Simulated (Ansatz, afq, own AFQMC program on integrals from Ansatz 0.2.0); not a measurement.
# HBrCl (doublet): AFQMC on the coupled-cluster ladder at distance Cl1–H2 along a hydrogen transfer = 1.279 Å, cc-pVTZ

Aim: compute HBrCl (doublet) with auxiliary-field quantum Monte Carlo on the same integrals as coupled cluster, and set the energies side by side.

The runs use Ansatz 0.2.0, Gaussian basis, and an in-house AFQMC program (afq) on its integrals; all values are calculated; cc-pVTZ, frozen cores.

Plan: CCSD(T) on UHF; PBE (unrestricted); CCSDT(Q) on UHF; CCSD(T) on UHF; r2SCAN (unrestricted); PBE0 (unrestricted); B3LYP (unrestricted); wB97M-V (unrestricted); B2PLYP (unrestricted); Phaseless AFQMC, CISD trial on UHF.

### 1 The system

The geometry derives from fragments relaxed apart (PBE0/def2-TZVP) and kept rigid, so it is no stationary point. A hydrogen atom is moved between rigid fragments. No spin-orbit coupling is included. The filled d shell of Br may be among the frozen orbitals whatever the setting's name suggests; the logs give the count.

3 atoms, charge 0, spin multiplicity 2.

Atoms are counted from 1 here; the program's logs count them from 0.

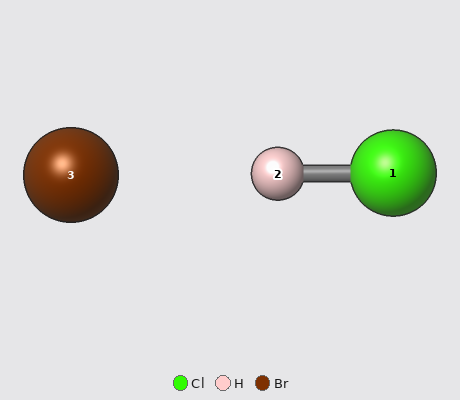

The structure; chlorine green, hydrogen pink, bromine brown; atoms are numbered from 1 in the order of the file.

As a file:

```xyz
3
BrClH
Cl    0.0000    0.0000   -1.6166
H     0.0000    0.0000   -0.3378
Br    0.0000    0.0000    1.9544
```

### 2 CCSD(T) on UHF

Contents of in.yaml:

```yaml
crystal:
  periodic: [false, false, false]
  atoms:
    - {symbol: Cl, position_ang: [0.000000, 0.000000, -1.616600]}
    - {symbol: H, position_ang: [0.000000, 0.000000, -0.337800]}
    - {symbol: Br, position_ang: [0.000000, 0.000000, 1.954400]}
basis:
  gaussian: {orbitals: cc-pVTZ}
magnetization: {spin_polarized: true, initial_magnetization: 1}
correlation: {method: ccsd_t, electrons: outside_noble_gas, hamiltonian_folder: ham}
```

Started as:

```sh
> ansatz run in.yaml --threads 1 --pin off --events-out ev --progress --plain --max-ram 16896MiB --backend cuda --devices 0, --max-vram 18GiB
```

Output, cut to the lines that bear on the results:

```text
Functional definition: HF
  name "HF"
  cite "Fock, Z. Phys. 61, 126 (1930) doi:10.1007/BF01340294"
  parent pbe
[...]
554 factors; integrals over basis functions are off by at most 2.0e-3 eV
[...]
mean field -82519.79614715 eV, -3032.5465744811 hartree, gradient 5.8e-6 eV, S^2 0.758851; 9 other end points of the search recorded, 0 dependent functions left out
determinant -82519.79614715 eV, -3032.5465744811 hartree, with singles and doubles -82530.12716883 eV, -3032.9262325250 hartree
determinant -82519.67463982 eV, -3032.5421091692 hartree, with singles and doubles -82530.02091057 eV, -3032.9223276062 hartree
determinant -82519.79614715 eV, -3032.5465744811 hartree, with singles and doubles -82530.12715256 eV, -3032.9262319273 hartree
determinant -82519.67463982 eV, -3032.5421091692 hartree, with singles and doubles -82530.02093129 eV, -3032.9223283674 hartree
19 core orbitals not correlated: weight in the atoms' cores, before any rotation towards them, 1.000 or more for the frozen orbitals, at most 0.000 for the correlated occupied ones
reference -82519.79614715 eV, -3032.5465744811 hartree; 8, 7 occupied and 64, 65 virtual orbitals, 554 factors
second order -9.28748496 eV of doubles, -0.00000000 eV of singles
cycle   1  -10.33100447 eV  change    9.4e-7 eV  update   2.8e-6
perturbative correction -0.34885436 eV, -0.0128201613 hartree
Total energy: -82530.47600598 eV, -3032.9390520539 hartree
```

Run time: 3.4 s. Hardware: 1 × NVIDIA H100 80GB HBM3 with 1 thread of AMD EPYC 7R13 (Zen 3), shared host; peak host memory 0.8 GiB.

From the report: ⟨S²⟩ of the determinant 0.759 (pure doublet: 0.75); correlation -10.6799 eV; T1 0.007; largest double amplitude 0.04.

This run also writes the integrals to the folder ham.

### 3 PBE (unrestricted)

in.yaml, as its differences from that of step 2:

```diff
@@ -9,2 +9,3 @@
 magnetization: {spin_polarized: true, initial_magnetization: 1}
-correlation: {method: ccsd_t, electrons: outside_noble_gas, hamiltonian_folder: ham}
+hamiltonian: {xc: {name: PBE}}
+output: {orbitals: {seedname: orbitals}}
```

Started as:

```sh
> ansatz run in.yaml --threads 1 --pin off --events-out ev --progress --plain --max-ram 5632MiB --backend cpu
```

Output, cut to the lines that bear on the results:

```text
Functional definition: PBE
  name "PBE"
  cite "Perdew, Burke & Ernzerhof, Phys. Rev. Lett. 77, 3865 (1996) doi:10.1103/PhysRevLett.77.3865"
  parent pbe
[...]
707 factors; their error is unknown
[...]
mean field -82570.32547142 eV, -3034.4034928978 hartree, gradient 4.7e-6 eV, S^2 0.752060; 11 other end points of the search recorded, 0 dependent functions left out
reference -82570.32550111 eV, -3034.4034939889 hartree; 27, 26 occupied and 64, 65 virtual orbitals, 707 factors
Total energy: -82570.32550111 eV, -3034.4034939889 hartree
```

Wall time 9.5 s (1 thread of AMD EPYC 7R13 (Zen 3), shared host); peak memory 0.72 GiB.

From the report: ⟨S²⟩ of the determinant 0.752 (pure doublet: 0.75).

### 4 CCSDT(Q) on UHF

in.yaml, as its differences from that of step 3:

```diff
@@ -9,3 +9,2 @@
 magnetization: {spin_polarized: true, initial_magnetization: 1}
-hamiltonian: {xc: {name: PBE}}
-output: {orbitals: {seedname: orbitals}}
+correlation: {method: ccsdt_q, electrons: outside_noble_gas}
```

Started as:

```sh
> ansatz run in.yaml --threads 1 --pin off --events-out ev --progress --plain --max-ram 16896MiB --backend cuda --devices 0, --max-vram 18GiB
```

Output, cut to the lines that bear on the results:

```text
Functional definition: HF
  name "HF"
  cite "Fock, Z. Phys. 61, 126 (1930) doi:10.1007/BF01340294"
  parent pbe
[...]
995 factors; integrals over basis functions are off by at most 2.4e-7 eV
[...]
mean field -82519.79618575 eV, -3032.5465758996 hartree, gradient 6.5e-6 eV, S^2 0.758851; 9 other end points of the search recorded, 0 dependent functions left out
determinant -82519.79618575 eV, -3032.5465758996 hartree, with singles and doubles -82530.12721601 eV, -3032.9262342588 hartree
determinant -82519.67469064 eV, -3032.5421110367 hartree, with singles and doubles -82530.02097105 eV, -3032.9223298285 hartree
determinant -82519.79618575 eV, -3032.5465758996 hartree, with singles and doubles -82530.12719958 eV, -3032.9262336551 hartree
determinant -82519.67469064 eV, -3032.5421110367 hartree, with singles and doubles -82530.02099171 eV, -3032.9223305878 hartree
19 core orbitals not correlated: weight in the atoms' cores, before any rotation towards them, 1.000 or more for the frozen orbitals, at most 0.000 for the correlated occupied ones
reference -82519.79618575 eV, -3032.5465758996 hartree; 8, 7 occupied and 64, 65 virtual orbitals, 995 factors
second order -9.28752985 eV of doubles, -0.00000000 eV of singles
cycle   1  -10.08447461 eV  change   -8.0e-1 eV  update   7.0e-2
[...]
cycle  17  -10.70767999 eV  change    9.8e-7 eV  update   2.5e-7
perturbative correction -0.01237198 eV, -0.0004546620 hartree
Total energy: -82530.51623773 eV, -3032.9405305433 hartree
```

Run time: 25 s. Hardware: 1 × NVIDIA H100 80GB HBM3 with 1 thread of AMD EPYC 7R13 (Zen 3), shared host; peak host memory 1.3 GiB.

From the report: ⟨S²⟩ of the determinant 0.759 (pure doublet: 0.75); correlation -10.7201 eV; T1 0.007; largest double amplitude 0.04.

### 5 CCSD(T) on UHF

in.yaml, as its differences from that of step 4:

```diff
@@ -7,4 +7,4 @@
 basis:
-  gaussian: {orbitals: cc-pVTZ}
+  gaussian: {orbitals: def2-TZVPP}
 magnetization: {spin_polarized: true, initial_magnetization: 1}
-correlation: {method: ccsdt_q, electrons: outside_noble_gas}
+correlation: {method: ccsd_t, electrons: outside_noble_gas}
```

Same command.

Output, cut to the lines that bear on the results:

```text
Functional definition: HF
  name "HF"
  cite "Fock, Z. Phys. 61, 126 (1930) doi:10.1007/BF01340294"
  parent pbe
[...]
646 factors; integrals over basis functions are off by at most 1.7e-3 eV
[...]
mean field -82518.31229381 eV, -3032.4920438766 hartree, gradient 1.4e-6 eV, S^2 0.758846; 9 other end points of the search recorded, 0 dependent functions left out
determinant -82518.31229381 eV, -3032.4920438766 hartree, with singles and doubles -82528.73971731 eV, -3032.8752446224 hartree
determinant -82518.19060038 eV, -3032.4875717253 hartree, with singles and doubles -82528.63494757 eV, -3032.8713944051 hartree
determinant -82518.31229381 eV, -3032.4920438766 hartree, with singles and doubles -82528.70377783 eV, -3032.8739238708 hartree
determinant -82518.19060038 eV, -3032.4875717253 hartree, with singles and doubles -82528.59735800 eV, -3032.8700130141 hartree
19 core orbitals not correlated: weight in the atoms' cores, before any rotation towards them, 1.000 or more for the frozen orbitals, at most 0.000 for the correlated occupied ones
reference -82518.31229381 eV, -3032.4920438766 hartree; 8, 7 occupied and 77, 78 virtual orbitals, 646 factors
second order -9.33755819 eV of doubles, -0.00000000 eV of singles
cycle   1  -10.39148442 eV  change   -3.9e-7 eV  update   1.4e-6
perturbative correction -0.35955955 eV, -0.0132135697 hartree
Total energy: -82529.06333778 eV, -3032.8871374550 hartree
```

Wall time 4.2 s (1 × NVIDIA H100 80GB HBM3 with 1 thread of AMD EPYC 7R13 (Zen 3), shared host); peak host memory 0.84 GiB.

From the report: ⟨S²⟩ of the determinant 0.759 (pure doublet: 0.75); correlation -10.7510 eV; T1 0.007; largest double amplitude 0.04.

### 6 r2SCAN (unrestricted)

in.yaml, as its differences from that of step 5:

```diff
@@ -7,4 +7,4 @@
 basis:
-  gaussian: {orbitals: def2-TZVPP}
+  gaussian: {orbitals: cc-pVTZ}
 magnetization: {spin_polarized: true, initial_magnetization: 1}
-correlation: {method: ccsd_t, electrons: outside_noble_gas}
+hamiltonian: {xc: {name: r2SCAN}}
```

Started as:

```sh
> ansatz run in.yaml --threads 1 --pin off --events-out ev --progress --plain --max-ram 5632MiB --backend cpu
```

Output, cut to the lines that bear on the results:

```text
Functional definition: r2SCAN
  name "r2SCAN"
  cite "Furness, Kaplan, Ning, Perdew & Sun, J. Phys. Chem. Lett. 11, 8208 (2020) doi:10.1021/acs.jpclett.0c02405"
  cite "Furness, Kaplan, Ning, Perdew & Sun, J. Phys. Chem. Lett. 11, 9248 (2020) doi:10.1021/acs.jpclett.0c03077"
  parent r2scan
[...]
707 factors; their error is unknown
[...]
mean field -82584.70742711 eV, -3034.9320200212 hartree, gradient 4.2e-6 eV, S^2 0.754084; 10 other end points of the search recorded, 0 dependent functions left out
reference -82584.70743569 eV, -3034.9320203363 hartree; 27, 26 occupied and 64, 65 virtual orbitals, 707 factors
Total energy: -82584.70743569 eV, -3034.9320203363 hartree
```

Run time: 25 s. Hardware: 1 thread of AMD EPYC 7R13 (Zen 3), shared host; peak memory 0.72 GiB.

From the report: ⟨S²⟩ of the determinant 0.754 (pure doublet: 0.75).

### 7 PBE0 (unrestricted)

in.yaml, as its differences from that of step 6:

```diff
@@ -9,2 +9,3 @@
 magnetization: {spin_polarized: true, initial_magnetization: 1}
-hamiltonian: {xc: {name: r2SCAN}}
+hamiltonian: {xc: {name: PBE0}}
+output: {orbitals: {seedname: orbitals}}
```

Launched as before.

Output:

```text
Functional definition: PBE0
  name "PBE0"
  cite "Adamo & Barone, J. Chem. Phys. 110, 6158 (1999) doi:10.1063/1.478522"
  cite "Perdew, Burke & Ernzerhof, Phys. Rev. Lett. 77, 3865 (1996) doi:10.1103/PhysRevLett.77.3865"
  parent pbe
  parameter a = 0.25
  parameter kappa = 0.804
  parameter beta = 0.06672455060314922
  exchange = (1 - a)*pbe_x(kappa = kappa, mu = beta*pi^2/3) + a*exact_x
  correlation = pbe_c(beta = beta)
554 factors; integrals over basis functions are off by at most 2.0e-3 eV
mean field evaluation 1: about -82573.3843 eV, gradient 8.8e0 eV
mean field evaluation 2: about -82573.3956 eV, gradient 8.7e0 eV
mean field evaluation 4: about -82573.7894 eV, gradient 4.6e-1 eV
mean field evaluation 8: about -82573.8028 eV, gradient 2.3e-2 eV
mean field evaluation 16: about -82573.8028 eV, gradient 6.8e-6 eV
mean field -82573.80284876 eV, -3034.5312841582 hartree, gradient 7.0e-6 eV, S^2 0.753318; 1 other end points of the search recorded, 0 dependent functions left out
reference -82573.80287093 eV, -3034.5312849728 hartree; 27, 26 occupied and 64, 65 virtual orbitals, 554 factors
Total energy: -82573.80287093 eV, -3034.5312849728 hartree
```

It took 3.9 s on 1 thread of AMD EPYC 7R13 (Zen 3), shared host; peak memory 1.6 GiB.

From the report: ⟨S²⟩ of the determinant 0.753 (pure doublet: 0.75).

### 8 B3LYP (unrestricted)

in.yaml, as its differences from that of step 7:

```diff
@@ -9,3 +9,2 @@
 magnetization: {spin_polarized: true, initial_magnetization: 1}
-hamiltonian: {xc: {name: PBE0}}
-output: {orbitals: {seedname: orbitals}}
+hamiltonian: {xc: {name: B3LYP}}
```

Same command.

Output, cut to the lines that bear on the results:

```text
Functional definition: B3LYP
  name "B3LYP"
  cite "Stephens, Devlin, Chabalowski & Frisch, J. Phys. Chem. 98, 11623 (1994) doi:10.1021/j100096a001"
  cite "Becke, Phys. Rev. A 38, 3098 (1988) doi:10.1103/PhysRevA.38.3098"
  cite "Lee, Yang & Parr, Phys. Rev. B 37, 785 (1988) doi:10.1103/PhysRevB.37.785"
  cite "Vosko, Wilk & Nusair, Can. J. Phys. 58, 1200 (1980) doi:10.1139/p80-159"
[...]
554 factors; integrals over basis functions are off by at most 2.0e-3 eV
[...]
mean field -82587.37106443 eV, -3035.0299068870 hartree, gradient 7.4e-6 eV, S^2 0.752371; 7 other end points of the search recorded, 0 dependent functions left out
reference -82587.37127804 eV, -3035.0299147373 hartree; 27, 26 occupied and 64, 65 virtual orbitals, 554 factors
Total energy: -82587.37127804 eV, -3035.0299147373 hartree
```

It took 8 s on 1 thread of AMD EPYC 7R13 (Zen 3), shared host; peak memory 1.6 GiB.

From the report: ⟨S²⟩ of the determinant 0.752 (pure doublet: 0.75).

### 9 wB97M-V (unrestricted)

in.yaml, as its differences from that of step 8:

```diff
@@ -9,2 +9,3 @@
 magnetization: {spin_polarized: true, initial_magnetization: 1}
-hamiltonian: {xc: {name: B3LYP}}
+hamiltonian: {xc: {name: wB97M-V}}
+output: {orbitals: {seedname: orbitals}}
```

Launched as before.

Output, cut to the lines that bear on the results:

```text
Functional definition: wB97M-V
  name "wB97M-V"
  cite "Mardirossian & Head-Gordon, J. Chem. Phys. 144, 214110 (2016) doi:10.1063/1.4952647"
  cite "Becke, J. Chem. Phys. 107, 8554 (1997) doi:10.1063/1.475007"
  cite "Vydrov & Van Voorhis, J. Chem. Phys. 133, 244103 (2010) doi:10.1063/1.3521275"
  # Of w^i u^j: cxij and so on, Table III.
[...]
  gx(w, u) = 1 - cx + cx01*u + cx10*w
  gss(w, u) = css00 + css04*u^4 + css10*w + css20*w^2 + css43*w^4*u^3
  gos(w, u) = cos00 + cos10*w + (cos20 + cos21*u)*w^2 + (cos60 + cos61*u)*w^6
[...]
      + integral(e_c_pw_mod_opposite_spin*gos(b97_w_opposite, b97_u_opposite)) + vv10(b, c)
554 factors; integrals over basis functions are off by at most 2.0e-3 eV
114 factors; integrals over basis functions are off by at most 8.7e-5 eV
[...]
mean field -82581.43963374 eV, -3034.8119308295 hartree, gradient 3.2e-6 eV, S^2 0.752278; 1 other end points of the search recorded, 0 dependent functions left out
reference -82581.43966541 eV, -3034.8119319934 hartree; 27, 26 occupied and 64, 65 virtual orbitals, 554 factors
Total energy: -82581.43966541 eV, -3034.8119319934 hartree
```

Wall time 15 s (1 thread of AMD EPYC 7R13 (Zen 3), shared host); peak memory 1.6 GiB.

From the report: ⟨S²⟩ of the determinant 0.752 (pure doublet: 0.75).

### 10 B2PLYP (unrestricted)

in.yaml, as its differences from that of step 9:

```diff
@@ -9,3 +9,3 @@
 magnetization: {spin_polarized: true, initial_magnetization: 1}
-hamiltonian: {xc: {name: wB97M-V}}
-output: {orbitals: {seedname: orbitals}}
+hamiltonian: {xc: {name: B2PLYP}}
+correlation: {electrons: outside_noble_gas}
```

The command is unchanged.

Output, cut to the lines that bear on the results:

```text
Functional definition: B2PLYP
  name "B2PLYP"
  cite "Grimme, J. Chem. Phys. 124, 034108 (2006) doi:10.1063/1.2148954"
  cite "Becke, Phys. Rev. A 38, 3098 (1988) doi:10.1103/PhysRevA.38.3098"
  cite "Lee, Yang & Parr, Phys. Rev. B 37, 785 (1988) doi:10.1103/PhysRevB.37.785"
[...]
554 factors; integrals over basis functions are off by at most 2.0e-3 eV
[...]
mean field -82568.15696657 eV, -3034.3238018145 hartree, gradient 3.0e-6 eV, S^2 0.754335; 2 other end points of the search recorded, 0 dependent functions left out
19 core orbitals not correlated: weight in the atoms' cores, before any rotation towards them, 1.000 or more for the frozen orbitals, at most 0.000 for the correlated occupied ones
reference -82568.15710258 eV, -3034.3238068127 hartree; 8, 7 occupied and 64, 65 virtual orbitals, 554 factors
second order -11.20713197 eV of doubles, -0.00000000 eV of singles
Total energy: -82571.18302821 eV, -3034.4350075286 hartree
```

It took 6 s on 1 thread of AMD EPYC 7R13 (Zen 3), shared host; peak memory 1.6 GiB.

From the report: ⟨S²⟩ of the determinant 0.754 (pure doublet: 0.75).

### 11 Phaseless AFQMC, CISD trial on UHF

It reads the integrals that the CCSD(T) run on this determinant wrote.

Started as:

```sh
> afq ham --method phaseless --trial cisd --walkers 2500 --populations 20 --least-time 60 --time-step 0.005 --steps-per-block 50 --equilibration-blocks 28 --max-blocks 4000 --target-error 0.00023 --factor-cut 1e-05 --start spin_pure --seed 2408 --release-times 0.24,0.51,0.99,1.5 --release-step 0.03 --release-every 4 --taylor-order 6
```

Output:

```text
orbitals 72  electrons 8 7  factors 478 of 554
reference energy -3032.54657448 Eh
CCSD correlation -0.37965728 Eh in 10 cycles, weight of the determinant in the CISD state 0.8637
energy of the start -3032.925824 Eh
 block  time / (1/Eh)  mean weight  energy / Eh
     1     0.250  0.9989  -3032.919102
     2     0.500  1.0002  -3032.924077
     3     0.750  0.9999  -3032.928285
     4     1.000  0.9998  -3032.932233
     5     1.250  1.0003  -3032.935046
     6     1.500  0.9998  -3032.937452
     7     1.750  1.0004  -3032.938655
     8     2.000  0.9999  -3032.940629
     9     2.250  1.0004  -3032.939406
    10     2.500  1.0005  -3032.940331
    11     2.750  0.9996  -3032.939807
    13     3.250  1.0005  -3032.940320
    15     3.750  1.0003  -3032.940112
    17     4.250  1.0004  -3032.940047
    19     4.750  0.9996  -3032.940194
    21     5.250  1.0000  -3032.940721
    23     5.750  1.0003  -3032.939964
    25     6.250  0.9996  -3032.940859
    27     6.750  0.9999  -3032.940418
    29     7.250  0.9994  -3032.940134
    31     7.750  0.9991  -3032.939692
    33     8.250  1.0000  -3032.939799
    35     8.750  1.0002  -3032.940020
    37     9.250  0.9999  -3032.941035
    39     9.750  1.0000  -3032.940972
    41    10.250  1.0009  -3032.940203
    43    10.750  1.0003  -3032.940452
    45    11.250  0.9996  -3032.940383
    47    11.750  1.0000  -3032.939802
    49    12.250  1.0001  -3032.939751
    51    12.750  1.0001  -3032.940348
    53    13.250  0.9998  -3032.940554
    55    13.750  0.9996  -3032.941098
    57    14.250  1.0004  -3032.940478
    59    14.750  1.0000  -3032.940769
    61    15.250  1.0007  -3032.940701
    63    15.750  0.9994  -3032.940460
    65    16.250  1.0000  -3032.939526
    67    16.750  1.0004  -3032.939917
    69    17.250  1.0001  -3032.939512
    71    17.750  1.0002  -3032.940102
    73    18.250  1.0001  -3032.939823
    75    18.750  1.0002  -3032.938413
    77    19.250  0.9997  -3032.939647
    79    19.750  1.0004  -3032.939109
    81    20.250  0.9999  -3032.938220
    83    20.750  1.0005  -3032.939145
    85    21.250  0.9999  -3032.939180
    87    21.750  1.0002  -3032.939545
    89    22.250  0.9994  -3032.938891
    91    22.750  1.0002  -3032.940018
    93    23.250  1.0002  -3032.940461
    95    23.750  1.0003  -3032.939213
    97    24.250  1.0002  -3032.939186
error from the spread of 20 populations
released: time / (1/Eh)  energy / Eh  error  mean overlap
  0.24  -3032.940176  0.000166  0.9969
  0.51  -3032.940291  0.000114  0.9986
  0.99  -3032.940404  0.000188  0.9900
  1.50  -3032.940386  0.000483  0.9850
energy -3032.939929 +/- 0.000211 Eh
```

Wall time 96 s (1 × NVIDIA H100 80GB HBM3 with 2 threads of AMD EPYC 7R13 (Zen 3), shared host); peak host memory 1.6 GiB.

Energy -82530.4999 ± 0.0057 eV. Caveats: constraint bias not in the error.

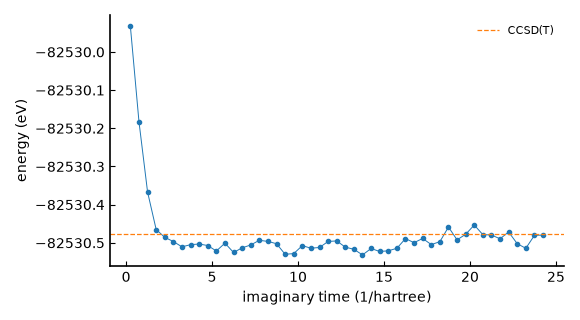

Block energies along the walk.

### 12 AFQMC on the ladder

On the UHF determinant, counted from CCSDT(Q) (a yardstick, not exact):

```tsv
level	energy (eV)	from CCSDT(Q) (kcal/mol)	statistical error (kcal/mol)	time
HF	-82519.7961	+247.21		
MP2	-82529.0836	+33.04		
CCSD	-82530.1272	+8.97		
CCSD(T)	-82530.4760	+0.93		
CCSDT(Q)	-82530.5162	0.00		
Phaseless AFQMC, CISD trial, step 0.005, 2500 walkers	-82530.4999	+0.38	0.13	96 s
```

The functionals' totals stand on their own zeros and serve differences with other points: PBE -82570.326 eV; r2SCAN -82584.707 eV; PBE0 -82573.803 eV; B3LYP -82587.371 eV; wB97M-V -82581.440 eV; B2PLYP -82571.183 eV.

### 13 Results

| quantity | value |
| --- | --- |
| CCSD(T) on UHF from CCSDT(Q) | +0.93 kcal/mol |
| Phaseless AFQMC, CISD trial on UHF from CCSDT(Q) | +0.38 ± 0.13 kcal/mol |

On UHF the phaseless walk with the CISD trial lies +0.38 kcal/mol from CCSDT(Q), within three error bars. Error bars are statistical and leave out the constraint, the time step and what remains of the start.
